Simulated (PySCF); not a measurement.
# The bond of BF, level by level

Aim: find the lowest electronic state of BF, scan its bond at several levels of theory, and get bond length, wavenumber and dissociation energy from each curve.

Computed with PySCF 2.14.0. Level: B def2-TZVPPD, F def2-TZVPPD, no relativity.

### 1 Set-up

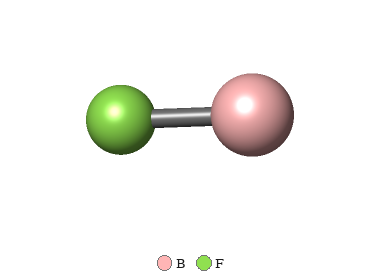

The two atoms at the starting distance (boron pink, fluorine green).

The job is set up so:

```
atoms                         : B, F
charge                        : 0
basis                         : B def2-TZVPPD, F def2-TZVPPD
Hamiltonian                   : no relativity
basis functions               : 77
electrons treated             : 14
masses in u                   : 11.0093, 18.9984
levels                        : PBE0, PBE, r²SCAN, BHandHLYP, B3LYP, M06-2X, TPSSh, TPSS, ωB97X, HF, MP2, SCS-MP2, CCSD, CCSD(T)
grid                          : 80 radial by 434 angular points
occupations                   : held fixed by the projection of orbital angular momentum
dissociation limit            : B + F, each in its ground configuration
starting distance in angstrom : 1.430
values of 2S to try           : 0, 2
```

Started as:

```
$ OMP_NUM_THREADS=1 python dia.py task.json out
```

The job searches for the state first and then visits each distance with every level. Its results follow level by level.

### 2 Which determinant to follow

At the starting distance of 1.430 Å the search finds these solutions (others can lie among them):

```tsv
2Ms+1	unpaired	term	E (eV)	⟨S²⟩	⟨Lz²⟩	μ (D)
1	none	¹Σ⁺	0.00	0.00	0.00	0.07
3	σ ↑, π ↑	³Π	2.95	2.00	1.00	-1.09
1	σ ↓, π ↑	not assigned	4.10	1.00	1.01	-0.80
3	σ ↑↑	³Σ⁺	7.47	2.01	0.00	-3.42
3	π ↑↑	³Σ⁻	8.46	2.06	0.00	-1.91
3	π ↑↑	not assigned	9.26	2.01	2.01	3.72
```

6 of 8 solutions are listed, lowest first.

A term symbol stands only where ⟨S²⟩ and ⟨Lz²⟩ are near those of a pure state. A positive dipole means B(−)F(+).

Followed over a short scan are these candidates:

```tsv
2Ms+1	unpaired	R at minimum (Å)	energy at minimum (eV)
1	none	1.27	0.00
3	σ ↑, π ↑	1.31	3.19
```

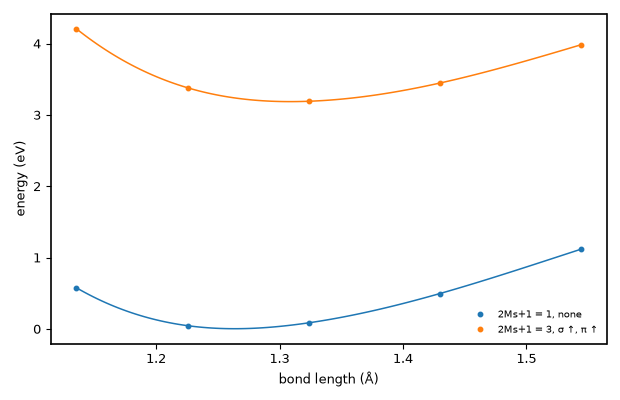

Short scans of the candidates.

The search made 8 SCF attempts at the starting distance; with the short scans it took 11 s of wall time (1 thread of Intel Xeon 6975P-C (Granite Rapids), shared host).

### 3 PBE0 along the bond

State followed: ¹Σ⁺ (singlet), closed shell. The scan is laid around 1.265 Å.

Log of the SCF at 1.265 Å:

```text
******** <class 'pyscf.dft.uks_symm.SymAdaptedUKS'> ********
method = SymAdaptedUKS
initial guess = minao
damping factor = 0
level_shift factor = 0
DIIS = <class 'pyscf.scf.diis.CDIIS'>
diis_start_cycle = 1
diis_space = 10
diis_damp = 0
SCF conv_tol = 1e-09
SCF conv_tol_grad = None
SCF max_cycles = 60
direct_scf = False
max_memory 2800 MB (current use 449 MB)
number electrons alpha = 7  beta = 7
XC library pyscf.dft.libxc version 7.0.0
    S. Lehtola, C. Steigemann, M. J.T. Oliveira, and M. A.L. Marques.,  SoftwareX 7, 1–5 (2018)
XC functionals = PBE0
    C. Adamo and V. Barone.,  J. Chem. Phys. 110, 6158 (1999)
    M. Ernzerhof and G. E. Scuseria.,  J. Chem. Phys. 110, 5029 (1999)
small_rho_cutoff = 0
Overwritten attributes  get_hcore get_occ get_j get_k get_jk  of <class 'pyscf.dft.uks_symm.SymAdaptedUKS'>
<class 'pyscf.dft.uks_symm.SymAdaptedUKS'> does not have attributes  refdm
Set gradient conv threshold to 3.16228e-05
init E= -124.566702558784
cycle= 1 E= -124.580127131619  delta_E= -0.0134  |g|= 0.0363  |ddm|= 0.0763
cycle= 2 E= -124.579513699165  delta_E= 0.000613  |g|= 0.0608  |ddm|= 0.0377
cycle= 3 E= -124.580585378674  delta_E= -0.00107  |g|= 0.00282  |ddm|= 0.0213
cycle= 4 E= -124.580587430795  delta_E= -2.05e-06  |g|= 0.000728  |ddm|= 0.00157
cycle= 5 E= -124.5805876164  delta_E= -1.86e-07  |g|= 4.07e-05  |ddm|= 0.000403
cycle= 6 E= -124.580587617371  delta_E= -9.71e-10  |g|= 5.77e-06  |ddm|= 6.25e-05
Extra cycle  E= -124.580587617386  delta_E= -1.44e-11  |g|= 3.19e-06  |ddm|= 9.71e-06
converged SCF energy = -124.580587617386  <S^2> = -7.1054274e-15  2S+1 = 1
```

The curve and what changes along it:

```tsv
R (Å)	E (eV)	μ (D)	Mulliken charge of B (e)	Mayer bond order	⟨S²⟩	HOMO (eV)	LUMO (eV)
1.0879	1.2148	1.81	-0.12	1.89	0.00	-7.52	-0.17
1.1385	0.5408	1.60	-0.05	1.78	0.00	-7.66	-0.44
1.1891	0.1691	1.37	0.02	1.67	0.00	-7.81	-0.70
1.2270	0.0371	1.18	0.07	1.58	0.00	-7.92	-0.89
1.2650	0.0000	0.99	0.12	1.50	0.00	-8.04	-1.07
1.3029	0.0361	0.79	0.16	1.42	0.00	-8.16	-1.25
1.3536	0.1692	0.51	0.21	1.32	0.00	-8.32	-1.48
1.4168	0.4281	0.15	0.26	1.21	0.00	-8.53	-1.74
1.4927	0.8198	-0.31	0.31	1.10	0.00	-8.78	-2.04
1.5939	1.4035	-0.95	0.36	1.01	0.00	-9.10	-2.41
```

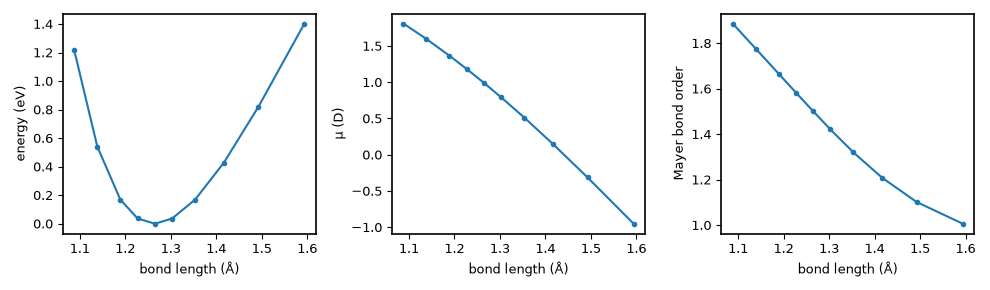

PBE0 along the bond.

The fit gives Re = 1.264 Å, ωe = 1412 cm⁻¹, ωexe = 11.9 cm⁻¹, αe = 0.0188 cm⁻¹, Be = 1.515 cm⁻¹, De = 7.76 eV, μ = 1.00 D.

Orbitals nearest the gap at 1.265 Å:

```tsv
spin	orbital	ε (eV)	filled	made of
both	σ	-36.26	yes	F s 84 %
both	σ	-17.46	yes	F p 76 %, B s 11 %
both	π	-14.94	yes	F p 91 %
both	π	-14.94	yes	F p 91 %
both	σ	-8.04	yes	B s 70 %, B p 23 %
both	π	-1.07	no	B p 92 %
both	π	-1.07	no	B p 92 %
both	σ	0.59	no	diffuse, shares unclear
```

Polarisability there: 18.6 bohr³ along the bond, 21.1 across it.

### 4 Fields at the reference distance

The fields below are evaluated on a grid from the run's orbitals.

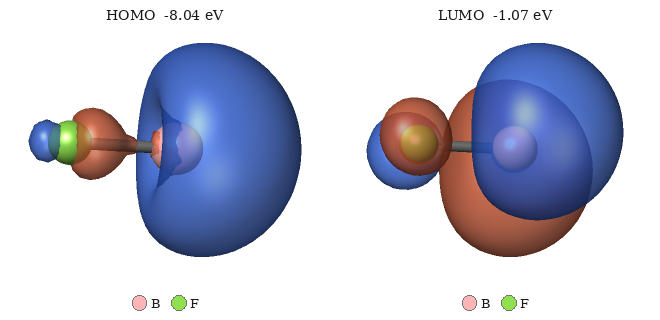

Frontier orbitals at PBE0; each surface holds 70 % of the orbital's density, blue and red mark the sign.

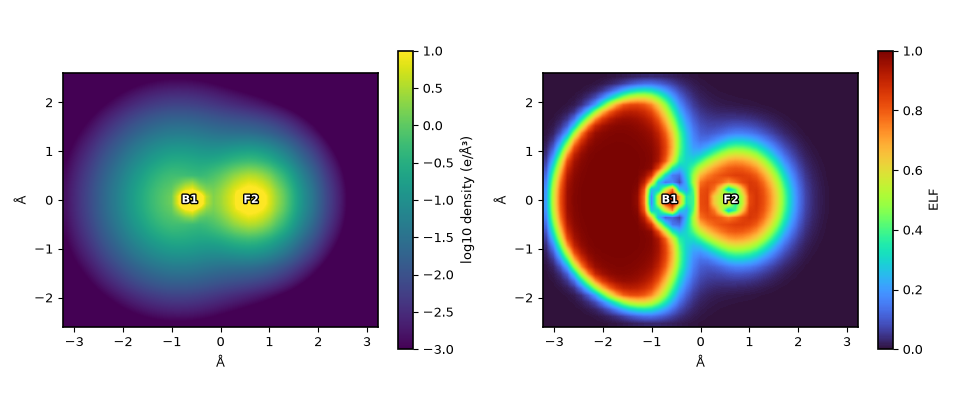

Density (left) and ELF (right) in a plane through or near 2 of the atoms.

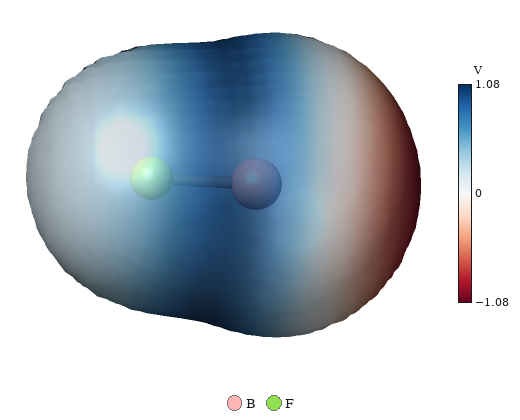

The potential that a unit positive charge feels on the 0.002 e/bohr³ surface, from the 1st to the 99th percentile, from -1.00 to 1.08 V.

### 5 Higher solutions at PBE0

State 2: ³Π (triplet), unpaired electrons σ ↑, π ↑, an excited solution.

Output of the SCF at 1.265 Å:

```text
[... 13 set-up lines left out, the same as in an earlier log ...]
max_memory 2800 MB (current use 499 MB)
number electrons alpha = 8  beta = 6
[... 7 set-up lines left out, the same as in an earlier log ...]
init E= -124.447387428895
cycle= 1 E= -124.461591026109  delta_E= -0.0142  |g|= 0.0266  |ddm|= 0.068
cycle= 2 E= -124.461373371823  delta_E= 0.000218  |g|= 0.0406  |ddm|= 0.0272
cycle= 3 E= -124.461837290937  delta_E= -0.000464  |g|= 0.00243  |ddm|= 0.0147
cycle= 4 E= -124.461838730369  delta_E= -1.44e-06  |g|= 0.000657  |ddm|= 0.00156
cycle= 5 E= -124.461838892295  delta_E= -1.62e-07  |g|= 7.86e-05  |ddm|= 0.000449
cycle= 6 E= -124.461838896121  delta_E= -3.83e-09  |g|= 1.34e-05  |ddm|= 0.000107
cycle= 7 E= -124.461838896218  delta_E= -9.65e-11  |g|= 1.56e-06  |ddm|= 1.4e-05
Extra cycle  E= -124.461838896219  delta_E= -1.31e-12  |g|= 1.18e-06  |ddm|= 2.02e-06
converged SCF energy = -124.461838896219  <S^2> = 2.0025845  2S+1 = 3.0017225
```

Re = 1.310 Å, ωe = 1336 cm⁻¹, ωexe = 9.53 cm⁻¹, αe = 0.0156 cm⁻¹, Be = 1.410 cm⁻¹, μ = -0.50 D. Its minimum lies 3.18 eV above that of the lowest state.

Energy (eV) from the lowest point of the lowest state:

```tsv
R (Å)	lowest	state 2
1.088	1.215	5.034
1.139	0.541	4.159
1.189	0.169	3.613
1.227	0.037	3.368
1.265	0.000	3.231
1.303	0.036	3.182
1.354	0.169	3.222
1.417	0.428	3.393
1.493	0.820	3.715
1.594	1.404	4.250
```

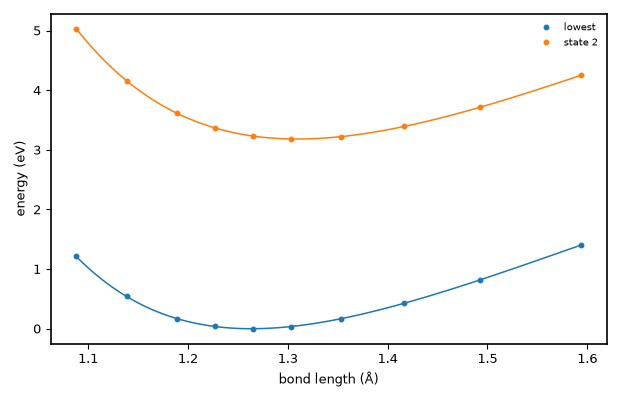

PBE0 curves of the followed states.

### 6 PBE (GGA)

Log of the SCF at 1.265 Å:

```text
[... 17 set-up lines left out, the same as in an earlier log ...]
XC functionals = PBE
    J. P. Perdew, K. Burke, and M. Ernzerhof.,  Phys. Rev. Lett. 77, 3865 (1996)
    J. P. Perdew, K. Burke, and M. Ernzerhof.,  Phys. Rev. Lett. 78, 1396 (1997)
    J. P. Perdew, K. Burke, and M. Ernzerhof.,  Phys. Rev. Lett. 77, 3865 (1996)
    J. P. Perdew, K. Burke, and M. Ernzerhof.,  Phys. Rev. Lett. 78, 1396 (1997)
[... 2 set-up lines left out, the same as in an earlier log ...]
init E= -124.575722437185
cycle= 1 E= -124.576420720321  delta_E= -0.000698  |g|= 0.0478  |ddm|= 0.0816
cycle= 2 E= -124.573144638156  delta_E= 0.00328  |g|= 0.115  |ddm|= 0.0674
cycle= 3 E= -124.577242823656  delta_E= -0.0041  |g|= 0.00579  |ddm|= 0.0419
cycle= 4 E= -124.577256517097  delta_E= -1.37e-05  |g|= 0.000561  |ddm|= 0.00361
cycle= 5 E= -124.577256660496  delta_E= -1.43e-07  |g|= 2.23e-05  |ddm|= 0.000525
cycle= 6 E= -124.577256660647  delta_E= -1.5e-10  |g|= 4.92e-06  |ddm|= 2.36e-05
Extra cycle  E= -124.577256660621  delta_E= 2.54e-11  |g|= 1.04e-05  |ddm|= 8.5e-06
converged SCF energy = -124.577256660621  <S^2> = -7.1054274e-15  2S+1 = 1
```

Re = 1.277 Å, ωe = 1350 cm⁻¹, ωexe = 12.1 cm⁻¹, αe = 0.0194 cm⁻¹, Be = 1.483 cm⁻¹, De = 8.07 eV, μ = 1.01 D. 5.8 s of CPU time for 12 points, integrals apart.

### 7 r²SCAN (meta-GGA)

The SCF at the reference distance, 1.265 Å, printed:

```text
[... 13 set-up lines left out, the same as in an earlier log ...]
max_memory 2800 MB (current use 500 MB)
[... 3 set-up lines left out, the same as in an earlier log ...]
XC functionals = R2SCAN
    J. W. Furness, A. D. Kaplan, J. Ning, J. P. Perdew, and J. Sun.,  J. Phys. Chem. Lett. 11, 8208-8215 (2020)
    J. W. Furness, A. D. Kaplan, J. Ning, J. P. Perdew, and J. Sun.,  J. Phys. Chem. Lett. 11, 9248-9248 (2020)
    J. W. Furness, A. D. Kaplan, J. Ning, J. P. Perdew, and J. Sun.,  J. Phys. Chem. Lett. 11, 8208-8215 (2020)
    J. W. Furness, A. D. Kaplan, J. Ning, J. P. Perdew, and J. Sun.,  J. Phys. Chem. Lett. 11, 9248-9248 (2020)
[... 2 set-up lines left out, the same as in an earlier log ...]
init E= -124.652066868779
cycle= 1 E= -124.652466319018  delta_E= -0.000399  |g|= 0.00415  |ddm|= 0.0779
cycle= 2 E= -124.652470718784  delta_E= -4.4e-06  |g|= 0.00253  |ddm|= 0.00808
cycle= 3 E= -124.652471683553  delta_E= -9.65e-07  |g|= 0.00142  |ddm|= 0.0016
cycle= 4 E= -124.652472342678  delta_E= -6.59e-07  |g|= 0.000187  |ddm|= 0.000801
cycle= 5 E= -124.652472359866  delta_E= -1.72e-08  |g|= 3.03e-05  |ddm|= 0.000456
cycle= 6 E= -124.65247236024  delta_E= -3.74e-10  |g|= 4.81e-06  |ddm|= 9.65e-05
Extra cycle  E= -124.652472360246  delta_E= -5.71e-12  |g|= 4.14e-06  |ddm|= 3.99e-05
converged SCF energy = -124.652472360246  <S^2> = -5.3290705e-15  2S+1 = 1
```

Re = 1.268 Å, ωe = 1394 cm⁻¹, ωexe = 11.8 cm⁻¹, αe = 0.0190 cm⁻¹, Be = 1.505 cm⁻¹, De = 7.82 eV, μ = 1.06 D.

### 8 BHandHLYP (global hybrid GGA)

Log of the SCF at 1.265 Å:

```text
[... 17 set-up lines left out, the same as in an earlier log ...]
XC functionals = BHANDHLYP
    A. D. Becke.,  J. Chem. Phys. 98, 1372 (1993)
    Defined through Gaussian implementation.
[... 2 set-up lines left out, the same as in an earlier log ...]
init E= -124.670323647561
cycle= 1 E= -124.671149023438  delta_E= -0.000825  |g|= 0.0319  |ddm|= 0.11
cycle= 2 E= -124.671032068984  delta_E= 0.000117  |g|= 0.0386  |ddm|= 0.0273
cycle= 3 E= -124.671448398702  delta_E= -0.000416  |g|= 0.000978  |ddm|= 0.0137
cycle= 4 E= -124.671449031202  delta_E= -6.33e-07  |g|= 0.000347  |ddm|= 0.00167
cycle= 5 E= -124.671449081037  delta_E= -4.98e-08  |g|= 4.08e-05  |ddm|= 0.000428
cycle= 6 E= -124.671449081885  delta_E= -8.48e-10  |g|= 4.04e-06  |ddm|= 8.7e-05
Extra cycle  E= -124.671449081898  delta_E= -1.34e-11  |g|= 1.63e-06  |ddm|= 7.79e-06
converged SCF energy = -124.671449081898  <S^2> = -9.7699626e-15  2S+1 = 1
```

Re = 1.253 Å, ωe = 1460 cm⁻¹, ωexe = 11.8 cm⁻¹, αe = 0.0185 cm⁻¹, Be = 1.540 cm⁻¹, De = 7.42 eV, μ = 0.95 D.

### 9 B3LYP (global hybrid GGA)

Output of the SCF at 1.265 Å:

```text
[... 17 set-up lines left out, the same as in an earlier log ...]
XC functionals = B3LYP
    P. J. Stephens, F. J. Devlin, C. F. Chabalowski, and M. J. Frisch.,  J. Phys. Chem. 98, 11623 (1994)
[... 2 set-up lines left out, the same as in an earlier log ...]
init E= -124.720626152994
cycle= 1 E= -124.721202148882  delta_E= -0.000576  |g|= 0.0137  |ddm|= 0.0888
cycle= 2 E= -124.721134945187  delta_E= 6.72e-05  |g|= 0.0199  |ddm|= 0.0115
cycle= 3 E= -124.721241291257  delta_E= -0.000106  |g|= 0.00227  |ddm|= 0.00762
cycle= 4 E= -124.721243196763  delta_E= -1.91e-06  |g|= 0.000123  |ddm|= 0.00129
cycle= 5 E= -124.721243205968  delta_E= -9.2e-09  |g|= 2.32e-05  |ddm|= 0.00016
cycle= 6 E= -124.721243206127  delta_E= -1.6e-10  |g|= 3.23e-06  |ddm|= 1.28e-05
Extra cycle  E= -124.721243206124  delta_E= 2.9e-12  |g|= 4.72e-06  |ddm|= 4.05e-06
converged SCF energy = -124.721243206124  <S^2> = -4.4408921e-15  2S+1 = 1
```

Re = 1.265 Å, ωe = 1400 cm⁻¹, ωexe = 12.0 cm⁻¹, αe = 0.0190 cm⁻¹, Be = 1.510 cm⁻¹, De = 7.79 eV, μ = 0.96 D. 8.5 s of CPU time for 12 points, integrals apart.

### 10 M06-2X

Output of the SCF at 1.265 Å:

```text
[... 13 set-up lines left out, the same as in an earlier log ...]
max_memory 2800 MB (current use 501 MB)
[... 3 set-up lines left out, the same as in an earlier log ...]
XC functionals = M062X
    Y. Zhao and D. G. Truhlar.,  Theor. Chem. Acc. 120, 215 (2008)
    Y. Zhao and D. G. Truhlar.,  Theor. Chem. Acc. 120, 215 (2008)
[... 2 set-up lines left out, the same as in an earlier log ...]
init E= -124.675668562241
cycle= 1 E= -124.676548565341  delta_E= -0.00088  |g|= 0.005  |ddm|= 0.222
cycle= 2 E= -124.676561524288  delta_E= -1.3e-05  |g|= 0.00234  |ddm|= 0.0192
cycle= 3 E= -124.67656259378  delta_E= -1.07e-06  |g|= 0.00136  |ddm|= 0.00172
cycle= 4 E= -124.67656317501  delta_E= -5.81e-07  |g|= 0.000326  |ddm|= 0.000783
cycle= 5 E= -124.676563212783  delta_E= -3.78e-08  |g|= 2.95e-05  |ddm|= 0.000289
cycle= 6 E= -124.676563213464  delta_E= -6.81e-10  |g|= 5.69e-06  |ddm|= 7.28e-05
Extra cycle  E= -124.676563213479  delta_E= -1.51e-11  |g|= 1.43e-06  |ddm|= 1.16e-05
converged SCF energy = -124.676563213479  <S^2> = -7.1054274e-15  2S+1 = 1
```

Re = 1.262 Å, ωe = 1428 cm⁻¹, ωexe = 12.1 cm⁻¹, αe = 0.0187 cm⁻¹, Be = 1.519 cm⁻¹, De = 7.96 eV, μ = 0.87 D.

### 11 TPSSh (hybrid meta-GGA)

The SCF at the reference distance, 1.265 Å, printed:

```text
[... 17 set-up lines left out, the same as in an earlier log ...]
XC functionals = TPSSH
    V. N. Staroverov, G. E. Scuseria, J. Tao, and J. P. Perdew.,  J. Chem. Phys. 119, 12129 (2003)
[... 2 set-up lines left out, the same as in an earlier log ...]
init E= -124.712889353794
cycle= 1 E= -124.713191538571  delta_E= -0.000302  |g|= 0.0057  |ddm|= 0.0979
cycle= 2 E= -124.713198949985  delta_E= -7.41e-06  |g|= 0.00347  |ddm|= 0.00817
cycle= 3 E= -124.713201827211  delta_E= -2.88e-06  |g|= 0.00352  |ddm|= 0.00396
cycle= 4 E= -124.71320540058  delta_E= -3.57e-06  |g|= 0.000149  |ddm|= 0.00124
cycle= 5 E= -124.713205412167  delta_E= -1.16e-08  |g|= 3.86e-05  |ddm|= 0.000156
cycle= 6 E= -124.71320541264  delta_E= -4.74e-10  |g|= 5.65e-06  |ddm|= 2.1e-05
Extra cycle  E= -124.713205412621  delta_E= 1.89e-11  |g|= 9.75e-06  |ddm|= 8.67e-06
converged SCF energy = -124.713205412621  <S^2> = -4.4408921e-15  2S+1 = 1
```

Re = 1.272 Å, ωe = 1380 cm⁻¹, ωexe = 11.7 cm⁻¹, αe = 0.0188 cm⁻¹, Be = 1.496 cm⁻¹, De = 7.64 eV, μ = 1.01 D. 10 s of CPU time for 12 points, integrals apart.

### 12 TPSS (meta-GGA)

Output of the SCF at 1.265 Å:

```text
[... 17 set-up lines left out, the same as in an earlier log ...]
XC functionals = TPSS
    J. Tao, J. P. Perdew, V. N. Staroverov, and G. E. Scuseria.,  Phys. Rev. Lett. 91, 146401 (2003)
    J. P. Perdew, J. Tao, V. N. Staroverov, and G. E. Scuseria.,  J. Chem. Phys. 120, 6898 (2004)
    J. Tao, J. P. Perdew, V. N. Staroverov, and G. E. Scuseria.,  Phys. Rev. Lett. 91, 146401 (2003)
    J. P. Perdew, J. Tao, V. N. Staroverov, and G. E. Scuseria.,  J. Chem. Phys. 120, 6898 (2004)
[... 2 set-up lines left out, the same as in an earlier log ...]
init E= -124.725572216117
cycle= 1 E= -124.726129589091  delta_E= -0.000557  |g|= 0.0181  |ddm|= 0.12
cycle= 2 E= -124.725698066597  delta_E= 0.000432  |g|= 0.0421  |ddm|= 0.0303
cycle= 3 E= -124.726281392579  delta_E= -0.000583  |g|= 0.00339  |ddm|= 0.0159
cycle= 4 E= -124.726288234522  delta_E= -6.84e-06  |g|= 0.000385  |ddm|= 0.00348
cycle= 5 E= -124.726288311169  delta_E= -7.66e-08  |g|= 5.18e-05  |ddm|= 0.000382
cycle= 6 E= -124.726288312318  delta_E= -1.15e-09  |g|= 8.03e-06  |ddm|= 3.84e-05
cycle= 7 E= -124.726288312338  delta_E= -1.97e-11  |g|= 4.29e-07  |ddm|= 9.17e-06
Extra cycle  E= -124.726288312338  delta_E= 2.56e-13  |g|= 9.44e-07  |ddm|= 1.01e-06
converged SCF energy = -124.726288312338  <S^2> = -7.1054274e-15  2S+1 = 1
```

Re = 1.277 Å, ωe = 1355 cm⁻¹, ωexe = 11.8 cm⁻¹, αe = 0.0190 cm⁻¹, Be = 1.483 cm⁻¹, De = 7.74 eV, μ = 1.02 D.

### 13 ωB97X (range-separated hybrid)

Output of the SCF at 1.265 Å:

```text
[... 17 set-up lines left out, the same as in an earlier log ...]
XC functionals = WB97X
    J.-D. Chai and M. Head-Gordon.,  J. Chem. Phys. 128, 084106 (2008)
[... 2 set-up lines left out, the same as in an earlier log ...]
init E= -124.68599419939
cycle= 1 E= -124.686432868225  delta_E= -0.000439  |g|= 0.0105  |ddm|= 0.138
cycle= 2 E= -124.686441557873  delta_E= -8.69e-06  |g|= 0.0108  |ddm|= 0.0241
cycle= 3 E= -124.686472052315  delta_E= -3.05e-05  |g|= 0.00107  |ddm|= 0.00441
cycle= 4 E= -124.686472852318  delta_E= -8e-07  |g|= 0.000144  |ddm|= 0.00313
cycle= 5 E= -124.686472880183  delta_E= -2.79e-08  |g|= 3.36e-05  |ddm|= 0.000439
cycle= 6 E= -124.686472881603  delta_E= -1.42e-09  |g|= 9.49e-06  |ddm|= 0.000174
cycle= 7 E= -124.686472881713  delta_E= -1.1e-10  |g|= 1.04e-06  |ddm|= 6.29e-05
Extra cycle  E= -124.686472881714  delta_E= -1.62e-12  |g|= 6.48e-07  |ddm|= 3.8e-06
converged SCF energy = -124.686472881714  <S^2> = -4.4408921e-15  2S+1 = 1
```

Re = 1.269 Å, ωe = 1395 cm⁻¹, ωexe = 12.2 cm⁻¹, αe = 0.0183 cm⁻¹, Be = 1.501 cm⁻¹, De = 7.81 eV, μ = 1.00 D. 11 s of CPU time for 12 points, integrals apart.

### 14 RHF (mean field)

Output of the SCF at 1.265 Å:

```text
******** <class 'pyscf.scf.hf_symm.SymAdaptedRHF'> ********
method = SymAdaptedRHF
[... 11 set-up lines left out, the same as in an earlier log ...]
max_memory 2800 MB (current use 538 MB)
Overwritten attributes  get_hcore get_occ get_j get_k get_jk  of <class 'pyscf.scf.hf_symm.SymAdaptedRHF'>
<class 'pyscf.scf.hf_symm.SymAdaptedRHF'> does not have attributes  refdm
[... 1 set-up line left out, the same as in an earlier log ...]
init E= -124.152323055531
cycle= 1 E= -124.161741777046  delta_E= -0.00942  |g|= 0.0489  |ddm|= 0.228
cycle= 2 E= -124.162247578141  delta_E= -0.000506  |g|= 0.0208  |ddm|= 0.0421
cycle= 3 E= -124.162344919568  delta_E= -9.73e-05  |g|= 0.00871  |ddm|= 0.0141
cycle= 4 E= -124.162367720869  delta_E= -2.28e-05  |g|= 0.00143  |ddm|= 0.0103
cycle= 5 E= -124.16236900208  delta_E= -1.28e-06  |g|= 0.000243  |ddm|= 0.00425
cycle= 6 E= -124.162369028125  delta_E= -2.6e-08  |g|= 7.02e-05  |ddm|= 0.000477
cycle= 7 E= -124.162369030351  delta_E= -2.23e-09  |g|= 5.85e-06  |ddm|= 0.00012
cycle= 8 E= -124.16236903037  delta_E= -1.85e-11  |g|= 7.84e-07  |ddm|= 2.7e-05
Extra cycle  E= -124.16236903037  delta_E= -3.69e-13  |g|= 3.68e-07  |ddm|= 2.67e-06
converged SCF energy = -124.16236903037
```

Re = 1.249 Å, ωe = 1493 cm⁻¹, ωexe = 11.6 cm⁻¹, αe = 0.0180 cm⁻¹, Be = 1.549 cm⁻¹, De = 5.94 eV, μ = 0.95 D. 2.1 s of CPU time for 12 points, integrals apart.

[end of part 1 of 2]
